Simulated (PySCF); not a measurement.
**Run report: F⁵⁺, atomic calculation**

System: F⁵⁺, configuration 1s2 2s2, multiplicity 1.
Method: unrestricted r2SCAN0, even-tempered 20s9p6d5f5g, spin-free X2C-1e, Gaussian nucleus (PySCF).

## Input file
```python
from pyscf import gto, scf, dft, mp, cc
mol = gto.M(atom="F 0 0 0", charge=5, spin=0, symmetry="D2h",
            basis=gto.etbs([(0, 20, 0.42, 2.2), (1, 9, 0.72, 2.4), (2, 6, 2.2, 2.4), (3, 5, 3.3, 2.4), (4, 5, 4.9, 2.4)]),
            nucmod="G")
mf = dft.UKS(mol, xc="HYB_MGGA_XC_R2SCAN0").sfx2c1e()
mf.irrep_nelec = {'Ag': (2, 2)}
mf.kernel()
```

The script is an equivalent of what the driver set up; the driver started from orbitals of its own, so the log can be shorter than this script's would be, and it computed the properties (radii, ⟨L²⟩, response) afterwards. It held the occupations shell by shell, which the script's counts by irreducible representation don't always enforce.

## The program's output (extracts)
```
damping factor = 0
level_shift factor = 0
DIIS = <class 'pyscf.scf.diis.CDIIS'>
diis_start_cycle = 1
diis_space = 10
diis_damp = 0
SCF conv_tol = 1e-09
SCF conv_tol_grad = None
number electrons alpha = 2  beta = 2
XC functionals = HYB_MGGA_XC_R2SCAN0
    M. Bursch, H. Neugebauer, S. Ehlert, and S. Grimme.,  J. Chem. Phys. 156, 134105 (2022)
cycle= 1 E= -88.1036332994615  delta_E= -0.000603  |g|= 0.00375  |ddm|= 0.0197
cycle= 2 E= -88.1036336844662  delta_E= -3.85e-07  |g|= 0.00012  |ddm|= 0.00104
cycle= 3 E= -88.10363368633  delta_E= -1.86e-09  |g|= 7.48e-06  |ddm|= 0.000107
cycle= 4 E= -88.1036336863395  delta_E= -9.59e-12  |g|= 3.32e-07  |ddm|= 1.01e-05
converged SCF energy = -88.1036336863395  <S^2> = -3.1086245e-15  2S+1 = 1
```

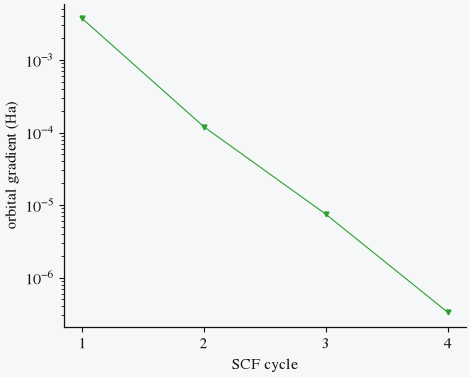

**Figure 1.** Convergence: orbital gradient against the SCF cycle. The residual falls at every step. It goes from 0.0037 to 3.3×10⁻⁷ in 4 steps.

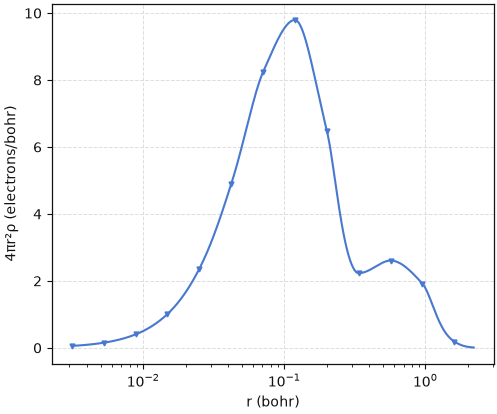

**Figure 2.** Spherically averaged radial density 4πr²ρ of the mean field; markers are the stored points, which are sparse, and the line is a monotone interpolation between them. The largest stored value is 9.79 electrons/bohr at r = 0.12 bohr. Root-mean-square radii of the shells: 1s 0.203, 2s 0.872 bohr.

## Key numbers

- outcome: converged
- total energy: −88.103634 hartree
- SCF iterations: 4
- hardware: 1 CPU thread, shared host
- CPU time: 3 s (integrals apart)
